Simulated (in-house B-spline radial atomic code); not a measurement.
Atomic iridium (Ir); electrons: [Xe] 4f14 5d7 6s2 (high spin). All runs are scalar-relativistic, spin-polarised and spherical, computed with an in-house B-spline radial code (spin-free X2C). Hartree-Fock is the average over the configuration. Wanted, and plotted below: the eigenvalue (eV) of the 6s down orbital by 6 methods.

The deepest is Hartree-Fock (−7.33) and the shallowest revTPSS (−5.73), a spread of 1.60 eV. In order (eV): Hartree-Fock (−7.33), LDA (VWN5) (−6.11), r2SCAN (−5.98), BLYP (−5.81), AM05 (−5.80), revTPSS (−5.73). On the whole, exact exchange removes self-interaction and deepens occupied levels.

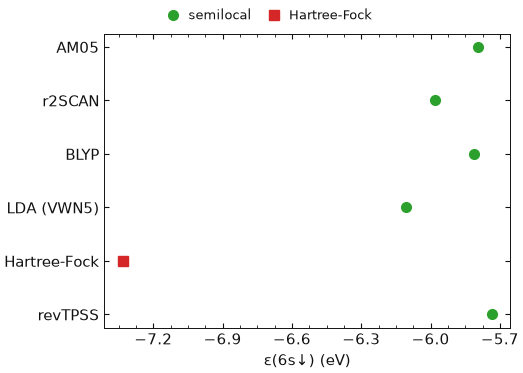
